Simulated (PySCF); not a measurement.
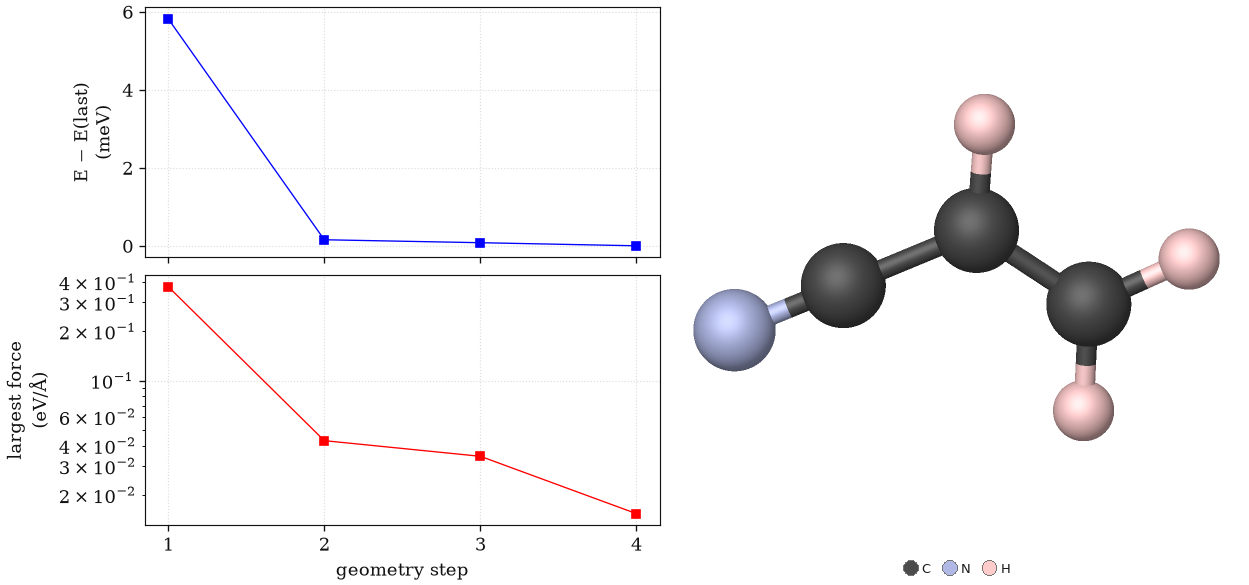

Beside the plot: the molecule at the start.

History of a geometry optimisation. The run: acrylonitrile (SMILES C=CC#N), by PySCF, PBE0-D3(BJ)/def2-SVP, geometry optimisation.

The optimisation met its thresholds at geometry 4, counting the start as the first. The energy fell by about 5.8 meV from the first step to the last. The largest force goes from about 0.37 eV/Å at the start to 0.015 eV/Å at the end.
